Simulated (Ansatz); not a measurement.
**FGeH5O2Si: a ladder of functionals and wavefunction methods**

How much do the methods differ for FGeH5O2Si? The plan is to run it at one geometry with functionals of several rungs and with coupled cluster, and see how far each lands from CCSD(T) at the basis-set limit for the atomisation energy.

Program: Ansatz 0.2.0, Gaussian basis. Level of theory: functionals in def2-TZVPP, the program's frozen cores in correlated methods. These are calculated values, not measurements.

Levels to be run: LDA (SPW92), PBE-D4, revPBE-D4, BLYP-D4, r2SCAN-D4, B97M-V, PBE0-D4, B3LYP-D4, r2SCANh-D4, r2SCAN0-D4, HSE06-D4, BHLYP-D4, CAM-B3LYP-D4, LC-ωPBE, ωB97X-V, ωB97M-V, B2PLYP, PBE-QIDH; CCSD(T)/def2-SVP; CCSD(T)/def2-TZVPP; MP2/def2-QZVPP; extrapolation to the limit; RPA on PBE.

## (1) The relaxed structure

All runs share one geometry, relaxed beforehand with PBE0-D4 in a triple-zeta def2 set.

SMILES `[OH][GeH2][SiH](O)F`, 10 atoms, charge 0, spin multiplicity 1.

Atoms are counted from 1 here; the program's logs count them from 0.

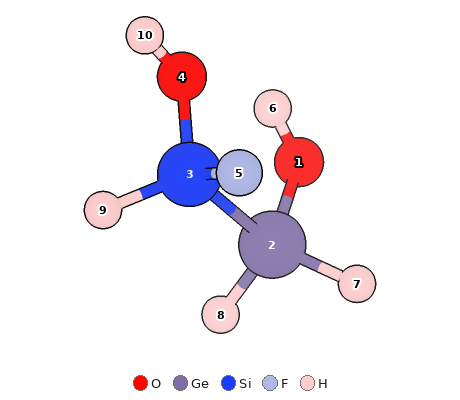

The structure; oxygen red, germanium purple, silicon blue, fluorine light blue, hydrogen pink; atoms are numbered from 1 in the order of the file.

## (2) LDA

This LDA is Slater exchange with PW92 correlation.

Contents of in.yaml:

```yaml
crystal:
  periodic: [false, false, false]
  atoms:
    - {symbol: O, position_ang: [-1.248802, 0.471898, 1.735287]}
    - {symbol: Ge, position_ang: [-1.028836, 0.972383, 0.033656]}
    - {symbol: Si, position_ang: [0.771028, -0.368144, -0.791083]}
    - {symbol: O, position_ang: [1.063001, -1.341027, 0.497499]}
    - {symbol: F, position_ang: [2.061202, 0.518005, -1.123943]}
    - {symbol: H, position_ang: [-0.651250, -0.249392, 1.951952]}
    - {symbol: H, position_ang: [-0.731353, 2.481558, 0.021112]}
    - {symbol: H, position_ang: [-2.350083, 0.711833, -0.715824]}
    - {symbol: H, position_ang: [0.526220, -1.171575, -2.016694]}
    - {symbol: H, position_ang: [1.671972, -2.076839, 0.411036]}
basis:
  gaussian: {orbitals: def2-TZVPP}
hamiltonian: {xc: lda}
output: {orbitals: {seedname: orbitals}}
```

Started as:

```sh
$ ansatz run in.yaml --threads 4 --pin off --events-out ev --progress --plain --max-ram 10444MiB
```

Standard output:

```text
Functional definition: SPW92
  name "SPW92"
  cite "Dirac, Proc. Camb. Phil. Soc. 26, 376 (1930) doi:10.1017/S0305004100016108"
  cite "Slater, Phys. Rev. 81, 385 (1951) doi:10.1103/PhysRev.81.385"
  cite "Perdew & Wang, Phys. Rev. B 45, 13244 (1992) doi:10.1103/PhysRevB.45.13244"
  exchange = slater_x
  correlation = pw_c
1399 factors; their error is unknown
mean field evaluation 1: about -71117.5971 eV, gradient 9.4e1 eV
mean field evaluation 2: about -71006.9371 eV, gradient 2.4e2 eV
mean field evaluation 4: about -71129.6351 eV, gradient 2.8e1 eV
mean field evaluation 8: about -71130.7874 eV, gradient 4.2e-1 eV
mean field evaluation 16: about -71130.7573 eV, gradient 3.7e-4 eV
mean field -71130.75729054 eV, -2614.0071162685 hartree, gradient 3.1e-5 eV, S^2 0.000000; 0 other end points of the search recorded, 0 dependent functions left out
reference -71130.75733007 eV, -2614.0071177212 hartree; 38, 38 occupied and 215, 215 virtual orbitals, 1399 factors
Total energy: -71130.75733007 eV, -2614.0071177212 hartree
```

It took 1.5 s on 4 threads of Arm Neoverse V2, shared host; peak memory 0.33 GiB.

With the free atoms at this level, -71089.427 eV in sum, the atomisation energy is 3987.8 kJ/mol. HOMO -6.84 eV, LUMO -1.80 eV.

## (3) PBE-D4 (GGA)

Changes to in.yaml since step 2:

```diff
@@ -15,3 +15,3 @@
   gaussian: {orbitals: def2-TZVPP}
-hamiltonian: {xc: lda}
-output: {orbitals: {seedname: orbitals}}
+hamiltonian: {xc: pbe, dispersion: d4}
+output: {forces: true, orbitals: {seedname: orbitals}}
```

Same command.

Standard output, cut to the lines that bear on the results:

```text
Functional definition: PBE
  name "PBE"
  cite "Perdew, Burke & Ernzerhof, Phys. Rev. Lett. 77, 3865 (1996) doi:10.1103/PhysRevLett.77.3865"
  parent pbe
[...]
1399 factors; their error is unknown
[...]
mean field -71275.66154376 eV, -2619.3322493544 hartree, gradient 2.8e-5 eV, S^2 0.000000; 0 other end points of the search recorded, 0 dependent functions left out
[...]
reference -71275.66158626 eV, -2619.3322509163 hartree; 38, 38 occupied and 215, 215 virtual orbitals, 1399 factors
Total energy: -71275.87766341 eV, -2619.3401916051 hartree
Atom 0 at    -1.248802     0.471898     1.735287 Å, force    -0.387346     0.213112     0.468936 eV/Å
Atom 1 at    -1.028836     0.972383     0.033656 Å, force     0.125691     0.036749    -0.402413 eV/Å
Atom 2 at     0.771028    -0.368144    -0.791083 Å, force    -0.460433    -0.009520    -0.190500 eV/Å
Atom 3 at     1.063001    -1.341027     0.497499 Å, force    -0.201673     0.016067     0.476896 eV/Å
Atom 4 at     2.061202     0.518005    -1.123943 Å, force     0.525225     0.381352    -0.152553 eV/Å
Atom 5 at    -0.651250    -0.249392     1.951952 Å, force     0.295283    -0.344742     0.076166 eV/Å
Atom 6 at    -0.731353     2.481558     0.021112 Å, force     0.023020     0.181265     0.003354 eV/Å
Atom 7 at    -2.350083     0.711833    -0.715824 Å, force    -0.161170    -0.019193    -0.085189 eV/Å
Atom 8 at     0.526220    -1.171575    -2.016694 Å, force    -0.035229    -0.103845    -0.162339 eV/Å
Atom 9 at     1.671972    -2.076839     0.411036 Å, force     0.276632    -0.351245    -0.032358 eV/Å
Dipole moment:     0.215651    -0.446301    -0.219881 e Å
```

It took 3 s on 4 threads of Arm Neoverse V2, shared host; peak memory 0.33 GiB.

Atomisation energy: 3489.3 kJ/mol (free atoms -71239.714 eV, run apart). HOMO -6.72 eV, LUMO -1.56 eV.

## (4) revPBE-D4 (GGA)

Changes to in.yaml since step 3:

```diff
@@ -15,3 +15,3 @@
   gaussian: {orbitals: def2-TZVPP}
-hamiltonian: {xc: pbe, dispersion: d4}
-output: {forces: true, orbitals: {seedname: orbitals}}
+hamiltonian: {xc: {name: revPBE}, dispersion: d4}
+output: {orbitals: {seedname: orbitals}}
```

The command is unchanged.

Standard output:

```text
Functional definition: revPBE
  name "revPBE"
  cite "Zhang & Yang, Phys. Rev. Lett. 80, 890 (1998) doi:10.1103/PhysRevLett.80.890"
  cite "Perdew, Burke & Ernzerhof, Phys. Rev. Lett. 77, 3865 (1996) doi:10.1103/PhysRevLett.77.3865"
  parameter kappa = 1.245
  parameter beta = 0.06672455060314922
  exchange = pbe_x(kappa = kappa, mu = beta*pi^2/3)
  correlation = pbe_c(beta = beta)
1399 factors; their error is unknown
mean field evaluation 1: about -71273.9303 eV, gradient 9.3e1 eV
mean field evaluation 2: about -71169.5198 eV, gradient 2.3e2 eV
mean field evaluation 4: about -71285.8504 eV, gradient 2.6e1 eV
mean field evaluation 8: about -71286.8927 eV, gradient 3.4e-1 eV
mean field evaluation 16: about -71286.8619 eV, gradient 4.0e-4 eV
mean field -71286.86188517 eV, -2619.7438543096 hartree, gradient 2.6e-5 eV, S^2 0.000000; 0 other end points of the search recorded, 0 dependent functions left out
reference -71286.86193821 eV, -2619.7438562587 hartree; 38, 38 occupied and 215, 215 virtual orbitals, 1399 factors
Total energy: -71287.45898497 eV, -2619.7657973224 hartree
```

It took 2.6 s on 4 threads of Arm Neoverse V2, shared host; peak memory 0.33 GiB.

With the free atoms at this level, -71252.320 eV in sum, the atomisation energy is 3390.4 kJ/mol. HOMO -6.66 eV, LUMO -1.44 eV.

## (5) BLYP-D4 (GGA)

Changes to in.yaml since step 4:

```diff
@@ -15,3 +15,3 @@
   gaussian: {orbitals: def2-TZVPP}
-hamiltonian: {xc: {name: revPBE}, dispersion: d4}
+hamiltonian: {xc: {name: BLYP}, dispersion: d4}
 output: {orbitals: {seedname: orbitals}}
```

Same command.

Standard output:

```text
Functional definition: BLYP
  name "BLYP"
  cite "Becke, Phys. Rev. A 38, 3098 (1988) doi:10.1103/PhysRevA.38.3098"
  cite "Lee, Yang & Parr, Phys. Rev. B 37, 785 (1988) doi:10.1103/PhysRevB.37.785"
  parameter beta = 0.0042
  parameter a = 0.04918
  parameter b = 0.132
  parameter c = 0.2533
  parameter d = 0.349
  exchange = b88_x(beta = beta)
  correlation = lyp_c(a = a, b = b, c = c, d = d)
1399 factors; their error is unknown
mean field evaluation 1: about -71280.8359 eV, gradient 1.0e2 eV
mean field evaluation 2: about -71156.0290 eV, gradient 2.5e2 eV
mean field evaluation 4: about -71294.4783 eV, gradient 3.0e1 eV
mean field evaluation 8: about -71295.8575 eV, gradient 4.5e-1 eV
mean field evaluation 16: about -71295.8275 eV, gradient 4.2e-4 eV
mean field -71295.82754153 eV, -2620.0733361035 hartree, gradient 2.5e-5 eV, S^2 0.000000; 0 other end points of the search recorded, 0 dependent functions left out
reference -71295.82790641 eV, -2620.0733495128 hartree; 38, 38 occupied and 215, 215 virtual orbitals, 1399 factors
Total energy: -71296.29522689 eV, -2620.0905232235 hartree
```

It took 3.3 s on 4 threads of Arm Neoverse V2, shared host; peak memory 0.32 GiB.

Atomisation energy: 3445.9 kJ/mol (free atoms -71260.581 eV, run apart). HOMO -6.62 eV, LUMO -1.45 eV.

## (6) r2SCAN-D4 (meta-GGA)

Changes to in.yaml since step 5:

```diff
@@ -15,3 +15,3 @@
   gaussian: {orbitals: def2-TZVPP}
-hamiltonian: {xc: {name: BLYP}, dispersion: d4}
-output: {orbitals: {seedname: orbitals}}
+hamiltonian: {xc: r2scan, dispersion: d4}
+output: {forces: true, orbitals: {seedname: orbitals}}
```

Launched as before.

Standard output, cut to the lines that bear on the results:

```text
Functional definition: r2SCAN
  name "r2SCAN"
  cite "Furness, Kaplan, Ning, Perdew & Sun, J. Phys. Chem. Lett. 11, 8208 (2020) doi:10.1021/acs.jpclett.0c02405"
  cite "Furness, Kaplan, Ning, Perdew & Sun, J. Phys. Chem. Lett. 11, 9248 (2020) doi:10.1021/acs.jpclett.0c03077"
  parent r2scan
[...]
1399 factors; their error is unknown
[...]
mean field -71291.39498739 eV, -2619.9104427434 hartree, gradient 2.2e-5 eV, S^2 0.000000; 0 other end points of the search recorded, 0 dependent functions left out
[...]
reference -71291.39499942 eV, -2619.9104431856 hartree; 38, 38 occupied and 215, 215 virtual orbitals, 1399 factors
Total energy: -71291.44680885 eV, -2619.9123471469 hartree
Atom 0 at    -1.248802     0.471898     1.735287 Å, force    -0.053745     0.017928     0.101060 eV/Å
Atom 1 at    -1.028836     0.972383     0.033656 Å, force     0.055269    -0.000652    -0.152738 eV/Å
Atom 2 at     0.771028    -0.368144    -0.791083 Å, force    -0.079738     0.005383    -0.049296 eV/Å
Atom 3 at     1.063001    -1.341027     0.497499 Å, force    -0.011409    -0.003524     0.057947 eV/Å
Atom 4 at     2.061202     0.518005    -1.123943 Å, force     0.044537     0.036244    -0.006806 eV/Å
Atom 5 at    -0.651250    -0.249392     1.951952 Å, force     0.027022    -0.023488    -0.013188 eV/Å
Atom 6 at    -0.731353     2.481558     0.021112 Å, force    -0.027617    -0.042019     0.012385 eV/Å
Atom 7 at    -2.350083     0.711833    -0.715824 Å, force     0.027847     0.024448     0.038326 eV/Å
Atom 8 at     0.526220    -1.171575    -2.016694 Å, force     0.000559     0.012127     0.014310 eV/Å
Atom 9 at     1.671972    -2.076839     0.411036 Å, force     0.017275    -0.026448    -0.002000 eV/Å
Dipole moment:     0.223777    -0.455815    -0.237433 e Å
```

Run time: 5.5 s. Hardware: 4 threads of Arm Neoverse V2, shared host; peak memory 0.36 GiB.

With the free atoms at this level, -71255.440 eV in sum, the atomisation energy is 3474.2 kJ/mol. HOMO -7.08 eV, LUMO -1.24 eV.

## (7) B97M-V (meta-GGA)

Changes to in.yaml since step 6:

```diff
@@ -15,3 +15,3 @@
   gaussian: {orbitals: def2-TZVPP}
-hamiltonian: {xc: r2scan, dispersion: d4}
-output: {forces: true, orbitals: {seedname: orbitals}}
+hamiltonian: {xc: {name: B97M-V}}
+output: {orbitals: {seedname: orbitals}}
```

Launched as before.

Standard output, cut to the lines that bear on the results:

```text
Functional definition: B97M-V
  name "B97M-V"
  cite "Mardirossian & Head-Gordon, J. Chem. Phys. 142, 074111 (2015) doi:10.1063/1.4907719"
  cite "Becke, J. Chem. Phys. 107, 8554 (1997) doi:10.1063/1.475007"
  cite "Vydrov & Van Voorhis, J. Chem. Phys. 133, 244103 (2010) doi:10.1063/1.3521275"
  # Of w^i u^j: cxij and so on, Table III.
[...]
  gx(w, u) = cx00 + cx01*u + cx02*u^2 + (cx10 + cx11*u)*w
  gss(w, u) = css00 + css02*u^2 + css10*w + (css32*w^3 + css42*w^4)*u^2
  gos(w, u) = cos00 + cos01*u + cos03*u^3 + cos10*w + cos32*w^3*u^2
[...]
      + integral(e_c_pw_mod_opposite_spin*gos(b97_w_opposite, b97_u_opposite)) + vv10(b, c)
1399 factors; their error is unknown
[...]
mean field -71280.62472973 eV, -2619.5146430749 hartree, gradient 5.3e-5 eV, S^2 0.000000; 0 other end points of the search recorded, 0 dependent functions left out
reference -71280.62479087 eV, -2619.5146453216 hartree; 38, 38 occupied and 215, 215 virtual orbitals, 1399 factors
Total energy: -71280.62479087 eV, -2619.5146453216 hartree
```

It took 9.5 s on 4 threads of Arm Neoverse V2, shared host; peak memory 0.43 GiB.

Atomisation energy: 3481.4 kJ/mol (free atoms -71244.542 eV, run apart). HOMO -7.22 eV, LUMO -1.41 eV.

## (8) PBE0-D4 (hybrid)

Changes to in.yaml since step 7:

```diff
@@ -15,3 +15,3 @@
   gaussian: {orbitals: def2-TZVPP}
-hamiltonian: {xc: {name: B97M-V}}
+hamiltonian: {xc: pbe0, dispersion: d4}
 output: {orbitals: {seedname: orbitals}}
```

Same command.

Standard output:

```text
Functional definition: PBE0
  name "PBE0"
  cite "Adamo & Barone, J. Chem. Phys. 110, 6158 (1999) doi:10.1063/1.478522"
  cite "Perdew, Burke & Ernzerhof, Phys. Rev. Lett. 77, 3865 (1996) doi:10.1103/PhysRevLett.77.3865"
  parent pbe
  parameter a = 0.25
  parameter kappa = 0.804
  parameter beta = 0.06672455060314922
  exchange = (1 - a)*pbe_x(kappa = kappa, mu = beta*pi^2/3) + a*exact_x
  correlation = pbe_c(beta = beta)
1445 factors; their error is unknown
mean field evaluation 1: about -71268.2958 eV, gradient 7.9e1 eV
mean field evaluation 2: about -71243.1982 eV, gradient 1.4e2 eV
mean field evaluation 4: about -71277.5125 eV, gradient 9.2e0 eV
mean field evaluation 8: about -71277.6327 eV, gradient 1.8e-1 eV
mean field evaluation 16: about -71277.9388 eV, gradient 1.5e-4 eV
mean field -71277.93876590 eV, -2619.4159357246 hartree, gradient 2.2e-5 eV, S^2 0.000000; 0 other end points of the search recorded, 0 dependent functions left out
reference -71277.93879742 eV, -2619.4159368832 hartree; 38, 38 occupied and 215, 215 virtual orbitals, 1445 factors
Total energy: -71278.12258515 eV, -2619.4226909576 hartree
```

It took 4.2 s on 4 threads of Arm Neoverse V2, shared host; peak memory 0.71 GiB.

Atomisation energy: 3411.8 kJ/mol (free atoms -71242.762 eV, run apart). HOMO -8.14 eV, LUMO -0.72 eV.

## (9) B3LYP-D4 (hybrid)

B3LYP here takes the VWN-RPA correlation.

Changes to in.yaml since step 8:

```diff
@@ -15,3 +15,3 @@
   gaussian: {orbitals: def2-TZVPP}
-hamiltonian: {xc: pbe0, dispersion: d4}
-output: {orbitals: {seedname: orbitals}}
+hamiltonian: {xc: {name: B3LYP}, dispersion: d4}
+output: {forces: true, orbitals: {seedname: orbitals}}
```

Launched as before.

Standard output, cut to the lines that bear on the results:

```text
Functional definition: B3LYP
  name "B3LYP"
  cite "Stephens, Devlin, Chabalowski & Frisch, J. Phys. Chem. 98, 11623 (1994) doi:10.1021/j100096a001"
  cite "Becke, Phys. Rev. A 38, 3098 (1988) doi:10.1103/PhysRevA.38.3098"
  cite "Lee, Yang & Parr, Phys. Rev. B 37, 785 (1988) doi:10.1103/PhysRevB.37.785"
  cite "Vosko, Wilk & Nusair, Can. J. Phys. 58, 1200 (1980) doi:10.1139/p80-159"
[...]
1433 factors; their error is unknown
[...]
mean field -71297.32745101 eV, -2620.1284567603 hartree, gradient 7.9e-5 eV, S^2 0.000000; 0 other end points of the search recorded, 0 dependent functions left out
[...]
reference -71297.32772335 eV, -2620.1284667686 hartree; 38, 38 occupied and 215, 215 virtual orbitals, 1433 factors
Total energy: -71297.67834424 eV, -2620.1413518486 hartree
Atom 0 at    -1.248802     0.471898     1.735287 Å, force    -0.023027    -0.081763     0.252494 eV/Å
Atom 1 at    -1.028836     0.972383     0.033656 Å, force    -0.025835     0.145760    -0.278068 eV/Å
Atom 2 at     0.771028    -0.368144    -0.791083 Å, force    -0.157732    -0.093740    -0.183378 eV/Å
Atom 3 at     1.063001    -1.341027     0.497499 Å, force     0.041145    -0.097173     0.081040 eV/Å
Atom 4 at     2.061202     0.518005    -1.123943 Å, force     0.172524     0.123483    -0.044618 eV/Å
Atom 5 at    -0.651250    -0.249392     1.951952 Å, force    -0.007580    -0.018194     0.058811 eV/Å
Atom 6 at    -0.731353     2.481558     0.021112 Å, force    -0.008697     0.017122     0.005749 eV/Å
Atom 7 at    -2.350083     0.711833    -0.715824 Å, force    -0.019344     0.004523    -0.001751 eV/Å
Atom 8 at     0.526220    -1.171575    -2.016694 Å, force     0.010005     0.041175     0.062662 eV/Å
Atom 9 at     1.671972    -2.076839     0.411036 Å, force     0.018540    -0.041194     0.047059 eV/Å
Dipole moment:     0.216481    -0.456183    -0.264203 e Å
```

Wall time 6 s (4 threads of Arm Neoverse V2, shared host); peak memory 0.75 GiB.

With the free atoms at this level, -71262.014 eV in sum, the atomisation energy is 3441.1 kJ/mol. HOMO -7.94 eV, LUMO -0.95 eV.

## (10) r2SCANh-D4 (hybrid)

Changes to in.yaml since step 9:

```diff
@@ -15,3 +15,3 @@
   gaussian: {orbitals: def2-TZVPP}
-hamiltonian: {xc: {name: B3LYP}, dispersion: d4}
-output: {forces: true, orbitals: {seedname: orbitals}}
+hamiltonian: {xc: {name: r2SCANh}, dispersion: d4}
+output: {orbitals: {seedname: orbitals}}
```

Launched as before.

Standard output, cut to the lines that bear on the results:

```text
Functional definition: r2SCANh
  name "r2SCANh"
  cite "Bursch, Neugebauer, Ehlert & Grimme, J. Chem. Phys. 156, 134105 (2022) doi:10.1063/5.0086040"
  cite "Furness, Kaplan, Ning, Perdew & Sun, J. Phys. Chem. Lett. 11, 8208 (2020) doi:10.1021/acs.jpclett.0c02405"
  cite "Furness, Kaplan, Ning, Perdew & Sun, J. Phys. Chem. Lett. 11, 9248 (2020) doi:10.1021/acs.jpclett.0c03077"
  parent r2scan
[...]
1418 factors; their error is unknown
[...]
mean field -71290.72612869 eV, -2619.8858626395 hartree, gradient 4.0e-5 eV, S^2 0.000000; 0 other end points of the search recorded, 0 dependent functions left out
reference -71290.72613970 eV, -2619.8858630441 hartree; 38, 38 occupied and 215, 215 virtual orbitals, 1418 factors
Total energy: -71290.78189265 eV, -2619.8879119275 hartree
```

Run time: 6.5 s. Hardware: 4 threads of Arm Neoverse V2, shared host; peak memory 0.76 GiB.

With the free atoms at this level, -71255.114 eV in sum, the atomisation energy is 3441.5 kJ/mol. HOMO -7.63 eV, LUMO -0.96 eV.

## (11) r2SCAN0-D4 (hybrid)

Changes to in.yaml since step 10:

```diff
@@ -15,3 +15,3 @@
   gaussian: {orbitals: def2-TZVPP}
-hamiltonian: {xc: {name: r2SCANh}, dispersion: d4}
+hamiltonian: {xc: {name: r2SCAN0}, dispersion: d4}
 output: {orbitals: {seedname: orbitals}}
```

Same command.

Standard output, cut to the lines that bear on the results:

```text
Functional definition: r2SCAN0
  name "r2SCAN0"
  cite "Bursch, Neugebauer, Ehlert & Grimme, J. Chem. Phys. 156, 134105 (2022) doi:10.1063/5.0086040"
  cite "Furness, Kaplan, Ning, Perdew & Sun, J. Phys. Chem. Lett. 11, 8208 (2020) doi:10.1021/acs.jpclett.0c02405"
  cite "Furness, Kaplan, Ning, Perdew & Sun, J. Phys. Chem. Lett. 11, 9248 (2020) doi:10.1021/acs.jpclett.0c03077"
  parent r2scan
[...]
1445 factors; their error is unknown
[...]
mean field -71289.77279187 eV, -2619.8508281577 hartree, gradient 1.9e-5 eV, S^2 0.000000; 0 other end points of the search recorded, 0 dependent functions left out
reference -71289.77280137 eV, -2619.8508285067 hartree; 38, 38 occupied and 215, 215 virtual orbitals, 1445 factors
Total energy: -71289.83474413 eV, -2619.8531048614 hartree
```

Run time: 6.5 s. Hardware: 4 threads of Arm Neoverse V2, shared host; peak memory 0.76 GiB.

With the free atoms at this level, -71254.650 eV in sum, the atomisation energy is 3394.8 kJ/mol. HOMO -8.33 eV, LUMO -0.53 eV.

## (12) HSE06-D4 (hybrid)

HSE06 is the plane-wave form, built on full-range PBE exchange.

Changes to in.yaml since step 11:

```diff
@@ -15,3 +15,3 @@
   gaussian: {orbitals: def2-TZVPP}
-hamiltonian: {xc: {name: r2SCAN0}, dispersion: d4}
+hamiltonian: {xc: hse06, dispersion: d4}
 output: {orbitals: {seedname: orbitals}}
```

The command is unchanged.

Standard output, cut to the lines that bear on the results:

```text
Functional definition: HSE06
  name "HSE06"
  cite "Heyd, Scuseria & Ernzerhof, J. Chem. Phys. 118, 8207 (2003) doi:10.1063/1.1564060"
  cite "Krukau, Vydrov, Izmaylov & Scuseria, J. Chem. Phys. 125, 224106 (2006) doi:10.1063/1.2404663"
  cite "Heyd & Scuseria, J. Chem. Phys. 120, 7274 (2004) doi:10.1063/1.1668634"
  cite "Ernzerhof & Perdew, J. Chem. Phys. 109, 3313 (1998) doi:10.1063/1.476928"
  cite "Perdew, Burke & Ernzerhof, Phys. Rev. Lett. 77, 3865 (1996) doi:10.1103/PhysRevLett.77.3865"
  parent pbe
[...]
  # The whole range is PBE's own exchange, as in plane waves. The composition of these papers is wPBEh.
[...]
1445 factors; their error is unknown
115 factors; integrals over basis functions are off by at most 3.2e-7 eV
[...]
mean field -71277.47902110 eV, -2619.3990404149 hartree, gradient 3.7e-5 eV, S^2 0.000000; 0 other end points of the search recorded, 0 dependent functions left out
reference -71277.47906311 eV, -2619.3990419589 hartree; 38, 38 occupied and 215, 215 virtual orbitals, 1445 factors
Total energy: -71277.65168449 eV, -2619.4053856776 hartree
```

Wall time 3.9 s (4 threads of Arm Neoverse V2, shared host); peak memory 0.78 GiB.

Atomisation energy: 3413.5 kJ/mol (free atoms -71242.274 eV, run apart). HOMO -7.74 eV, LUMO -1.09 eV.

## (13) BHLYP-D4 (hybrid)

Changes to in.yaml since step 12:

```diff
@@ -15,3 +15,3 @@
   gaussian: {orbitals: def2-TZVPP}
-hamiltonian: {xc: hse06, dispersion: d4}
+hamiltonian: {xc: {name: BHLYP}, dispersion: d4}
 output: {orbitals: {seedname: orbitals}}
```

The command is unchanged.

Standard output:

```text
Functional definition: BHLYP
  name "BHLYP"
  cite "Becke, J. Chem. Phys. 98, 1372 (1993) doi:10.1063/1.464304"
  cite "Becke, Phys. Rev. A 38, 3098 (1988) doi:10.1103/PhysRevA.38.3098"
  cite "Lee, Yang & Parr, Phys. Rev. B 37, 785 (1988) doi:10.1103/PhysRevB.37.785"
  parameter a = 0.5
  exchange = (1 - a)*b88_x + a*exact_x
  correlation = lyp_c
1594 factors; their error is unknown
mean field evaluation 1: about -71283.4483 eV, gradient 7.2e1 eV
mean field evaluation 2: about -71276.9691 eV, gradient 9.4e1 eV
mean field evaluation 4: about -71291.2571 eV, gradient 4.2e0 eV
mean field evaluation 8: about -71291.2817 eV, gradient 5.5e-2 eV
mean field evaluation 16: about -71291.9259 eV, gradient 5.6e-5 eV
mean field -71291.92585460 eV, -2619.9299517536 hartree, gradient 5.6e-5 eV, S^2 0.000000; 0 other end points of the search recorded, 0 dependent functions left out
reference -71291.92603802 eV, -2619.9299584940 hartree; 38, 38 occupied and 215, 215 virtual orbitals, 1594 factors
Total energy: -71292.21320498 eV, -2619.9405116853 hartree
```

Wall time 3.7 s (4 threads of Arm Neoverse V2, shared host); peak memory 0.77 GiB.

With the free atoms at this level, -71257.713 eV in sum, the atomisation energy is 3328.8 kJ/mol. HOMO -9.33 eV, LUMO 0.11 eV.

(Part 1 of 2 ends here.)
